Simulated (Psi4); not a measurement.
# Single-point calculation, with input and output: TiO$_{2}$ (charge +1) (part 2 of 2)

TiO$_{2}$, charge +1, multiplicity 2; CCSD/aug-cc-pVDZ, UHF (Psi4 1.11). The geometry is that of the parent species in another charge or spin state. The geometry comes from this level: PBE0-D4/def2-TZVP.

Geometry of the input (Å):
```
O  0.9210  0.9288  0.4446
Ti 0.1350  -0.4920  0.3316
O  -1.0561  -0.4368  -0.7762
```

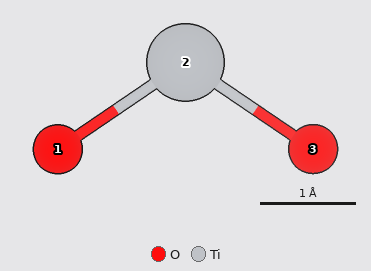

*The structure as given in the input (ball-and-stick view, seen at a tilt; atoms are numbered from 1 in the order of the input). Sticks mark near contacts.*

What the program printed, continued
```
   Calculation information:
      Number of threads:                 1
      Number of atoms:                   3
      Number of AO shells:              37
      Number of SO shells:              37
      Number of primitives:            228
      Number of atomic orbitals:       119
      Number of basis functions:       105

      Number of irreps:                  1
      Integral cutoff                 1.00e-12
      Number of functions per irrep: [ 105 ]

 OEINTS: Overlap, kinetic, potential, dipole, and quadrupole integrals
         stored in file 35.

      Computing two-electron integrals...done
      Computed 6172785 non-zero two-electron integrals.
        Stored in file 33.

	Wfn Parameters:
	--------------------
	Wavefunction         = CCSD
	Number of irreps     = 1
	Number of MOs        = 105
	Number of active MOs = 98
	AO-Basis             = NONE
	Semicanonical        = false
	Reference            = UHF
	Print Level          = 1

	IRREP	# MOs	# FZDC	# DOCC	# SOCC	# VIRT	# FZVR
	-----	-----	------	------	------	------	------
	 A	   105	    7	    11	    1	    86	    0
	Transforming integrals...
	IWL integrals will be deleted.
	(OO|OO)...
	Presorting SO-basis two-electron integrals.
	Sorting File: SO Ints (nn|nn) nbuckets = 1
	Constructing frozen core operators
	Starting AA/AB first half-transformation.
	Sorting AA/AB half-transformed integrals.
	Starting BB first half-transformation.
	Sorting BB half-transformed integrals.
	First half integral transformation complete.
	Starting AA second half-transformation.
	Starting AB second half-transformation.
	Starting BB second half-transformation.
	Two-electron integral transformation complete.
	(OO|OV)...
	Starting AA second half-transformation.
	Starting AB second half-transformation.
	Starting BB second half-transformation.
	Two-electron integral transformation complete.
	(OO|VV)...
	Starting AA second half-transformation.
	Starting AB second half-transformation.
	Starting BB second half-transformation.
	Two-electron integral transformation complete.
	(OV|OO)...
	Starting AA/AB first half-transformation.
	Sorting AA/AB half-transformed integrals.
	Starting BB first half-transformation.
	Sorting BB half-transformed integrals.
	First half integral transformation complete.
	Starting AA second half-transformation.
	Starting AB second half-transformation.
	Starting BB second half-transformation.
	Two-electron integral transformation complete.
	(OV|OV)...
	Starting AA second half-transformation.
	Starting AB second half-transformation.
	Starting BB second half-transformation.
	Two-electron integral transformation complete.
	(OV|VV)...
	Starting AA second half-transformation.
	Starting AB second half-transformation.
	Starting BB second half-transformation.
	Two-electron integral transformation complete.
	(VV|OO)...
	Starting AA/AB first half-transformation.
	Sorting AA/AB half-transformed integrals.
	Starting BB first half-transformation.
	Sorting BB half-transformed integrals.
	First half integral transformation complete.
	Starting AA second half-transformation.
	Starting AB second half-transformation.
	Starting BB second half-transformation.
	Two-electron integral transformation complete.
	(VV|OV)...
	Starting AA second half-transformation.
	Starting AB second half-transformation.
	Starting BB second half-transformation.
	Two-electron integral transformation complete.
	(VV|VV)...
	Starting AA second half-transformation.
	Starting AB second half-transformation.
	Starting BB second half-transformation.
	Two-electron integral transformation complete.
	Frozen core energy     =   -982.08342135776195

	Size of irrep 0 of <AB|CD> integrals:     13.359 (MW) /    106.872 (MB)
	Total:                                    13.359 (MW) /    106.872 (MB)

	Size of irrep 0 of <ab|cd> integrals:     13.995 (MW) /    111.961 (MB)
	Total:                                    13.995 (MW) /    111.961 (MB)

	Size of irrep 0 of <Ab|Cd> integrals:     55.980 (MW) /    447.843 (MB)
	Total:                                    55.980 (MW) /    447.843 (MB)

	Size of irrep 0 of <IA|BC> integrals:      7.633 (MW) /     61.061 (MB)
	Total:                                     7.633 (MW) /     61.061 (MB)

	Size of irrep 0 of <ia|bc> integrals:      7.244 (MW) /     57.948 (MB)
	Total:                                     7.244 (MW) /     57.948 (MB)

	Size of irrep 0 of <Ia|Bc> integrals:      7.811 (MW) /     62.490 (MB)
	Total:                                     7.811 (MW) /     62.490 (MB)

	Size of irrep 0 of <iA|bC> integrals:      7.078 (MW) /     56.624 (MB)
	Total:                                     7.078 (MW) /     56.624 (MB)

	Size of irrep 0 of tIjAb amplitudes:       0.988 (MW) /      7.901 (MB)
	Total:                                     0.988 (MW) /      7.901 (MB)

	Nuclear Rep. energy          =    127.00991113030690
	SCF energy                   =   -997.86356064614631
	One-electron energy          =   -251.45601604920165
	Two-electron (AA) energy     =     25.76861291415699
	Two-electron (BB) energy     =     22.51323527718711
	Two-electron (AB) energy     =     60.38411743915443
	Two-electron energy          =    108.66596563049853
	Reference energy             =   -997.86356064615813

	total time  =         18 seconds =       0.30 minutes
            **************************
            *                        *
            *        CCENERGY        *
            *                        *
            **************************

    Nuclear Rep. energy (wfn)     =  127.009911130306904
    SCF energy          (wfn)     = -997.863560646146311
    Reference energy    (file100) = -997.863560646158135

    Input parameters:
    -----------------
    Wave function   =     CCSD
    Reference wfn   =     UHF
    Brueckner       =     No
    Memory (Mbytes) =     1600.0
    Maxiter         =    200
    R_Convergence   =     1.0e-07
    E_Convergence   =     1.0e-09
    Restart         =     Yes
    DIIS            =     Yes
    AO Basis        =     NONE
    ABCD            =     NEW
    Cache Level     =     2
    Cache Type      =     LRU
    Print Level     =     1
    Num. of threads =     1
    # Amps to Print =     10
    Print MP2 Amps? =     No
    Analyze T2 Amps =     No
    Print Pair Ener =     No
    Local CC        =     No
    SCS-MP2         =     False
    SCSN-MP2        =     False
    SCS-CCSD        =     False

MP2 correlation energy -0.6424795099190607
                Solving CC Amplitude Equations
                ------------------------------
  Iter             Energy              RMS        T1Diag      D1Diag    New D1Diag    D2Diag
  ----     ---------------------    ---------   ----------  ----------  ----------   --------
     0        -0.642479509919061    0.000e+00    0.000000    0.000000    0.000000    0.000000
     1        -0.619126681515570    2.472e-01    0.047118    0.000000    0.000000    0.000000
     2        -0.659796934534283    1.360e-01    0.047206    0.000000    0.000000    0.000000
     3        -0.685323542167927    9.292e-02    0.077839    0.000000    0.000000    0.000000
     4        -0.698243641705566    5.132e-02    0.104102    0.000000    0.000000    0.000000
     5        -0.697201925230836    1.997e-02    0.110564    0.000000    0.000000    0.000000
     6        -0.699587736613531    9.171e-03    0.114211    0.000000    0.000000    0.000000
     7        -0.700135678752987    5.019e-03    0.114977    0.000000    0.000000    0.000000
     8        -0.699995278651061    2.905e-03    0.114853    0.000000    0.000000    0.000000
     9        -0.700355564002677    1.929e-03    0.115371    0.000000    0.000000    0.000000
    10        -0.700242822875867    1.174e-03    0.115336    0.000000    0.000000    0.000000
    11        -0.700215162392532    7.334e-04    0.115309    0.000000    0.000000    0.000000
    12        -0.700222872331667    5.185e-04    0.115323    0.000000    0.000000    0.000000
    13        -0.700225938057420    3.283e-04    0.115347    0.000000    0.000000    0.000000
    14        -0.700246120281263    1.706e-04    0.115375    0.000000    0.000000    0.000000
    15        -0.700244080219704    8.500e-05    0.115380    0.000000    0.000000    0.000000
    16        -0.700238910507567    4.399e-05    0.115377    0.000000    0.000000    0.000000
    17        -0.700235903970444    2.521e-05    0.115372    0.000000    0.000000    0.000000
    18        -0.700234823356915    1.373e-05    0.115371    0.000000    0.000000    0.000000
    19        -0.700235158997188    8.095e-06    0.115371    0.000000    0.000000    0.000000
    20        -0.700235741709778    5.217e-06    0.115372    0.000000    0.000000    0.000000
    21        -0.700236118854613    2.856e-06    0.115373    0.000000    0.000000    0.000000
    22        -0.700236261739110    1.320e-06    0.115373    0.000000    0.000000    0.000000
    23        -0.700236279828199    8.881e-07    0.115373    0.000000    0.000000    0.000000
    24        -0.700236294715870    6.053e-07    0.115373    0.000000    0.000000    0.000000
    25        -0.700236299016785    4.332e-07    0.115373    0.000000    0.000000    0.000000
    26        -0.700236306043994    2.443e-07    0.115373    0.000000    0.000000    0.000000
    27        -0.700236300167573    1.334e-07    0.115373    0.000000    0.000000    0.000000
    28        -0.700236296003715    8.013e-08    0.115373    0.000000    0.000000    0.000000
    29        -0.700236292745472    4.377e-08    0.115373    0.000000    0.000000    0.000000
    30        -0.700236290584916    2.715e-08    0.115373    0.000000    0.000000    0.000000
    31        -0.700236290012493    1.878e-08    0.115373    0.000000    0.000000    0.000000
    32        -0.700236289653884    1.361e-08    0.115373    0.000000    0.000000    0.000000

    Iterations converged.

    Largest TIA Amplitudes:
              9   4        -0.1256513034
              6  15        -0.0874526581
             11   2        -0.0871419970
             10   1        -0.0726981129
             10   5        -0.0685851457
              8   3        -0.0648618884
              6  18         0.0637457987
             10  13        -0.0422897840
              8   8         0.0412734482
              8  17         0.0411291611

    Largest Tia Amplitudes:
             10   0        -0.1662263175
              8   1        -0.1644528143
             10   1         0.1628633719
             10  16        -0.1523686274
             10   6         0.1504598292
             10  25         0.1255211904
             10  34         0.1085404441
             10  10         0.1057019901
              7   4        -0.0994517337
              9   3        -0.0893507661

    Largest TIJAB Amplitudes:
      3   2   2   1         0.0121782827
     11   9   4   2         0.0113817861
      9   6  15   4         0.0113755426
     10   7  15   4         0.0104289215
     11  10   4   3         0.0103991164
      9   8  40   4         0.0103890417
      9   6  18   4        -0.0102621210
      3   2   5   2        -0.0095368976
      9   8   4   3        -0.0094752340
     11   9  41   4        -0.0094075929

    Largest Tijab Amplitudes:
     10   9   4   2        -0.0515037039
     10   8   5   2        -0.0389842287
      9   8   4   2        -0.0387598491
     10   6   2   1         0.0379731663
     10   8   9   2         0.0368342418
     10   9   5   4        -0.0349606461
     10   7   3   2        -0.0311343967
     10   7   4   1         0.0245447606
     10   7   7   2        -0.0245215992
     10   8  18   2         0.0239554991

    Largest TIjAb Amplitudes:
      7  10  15   2         0.0557639647
     10  10   4   2         0.0520900122
      9   7   4   4        -0.0468805119
      7  10  18   2        -0.0391477030
      7  10  15   5        -0.0388122681
     10  10   4   5        -0.0371752063
     10   8   4   2        -0.0368407574
     11  10   3   2         0.0351765050
      7   8  15   2        -0.0316545387
     10   9   4   4        -0.0309846140

    SCF energy       (wfn)                    = -997.863560646146311
    Reference energy (file100)                = -997.863560646158135

    Opposite-spin MP2 correlation energy      =   -0.445401017397418
    Same-spin MP2 correlation energy          =   -0.197078492521642
    Singles MP2 correlation energy            =   -0.000000000000000
    MP2 correlation energy                    =   -0.642479509919061
      * MP2 total energy                      = -998.506040156077233

    Opposite-spin CCSD correlation energy     =   -0.505074251737198
    Same-spin CCSD correlation energy         =   -0.195162037916685
    Singles CCSD correlation energy           =   -0.000000000000000
    CCSD correlation energy                   =   -0.700236289653884
      * CCSD total energy                     = -998.563796935811979

    Psi4 run time: 0:04:21.46
```
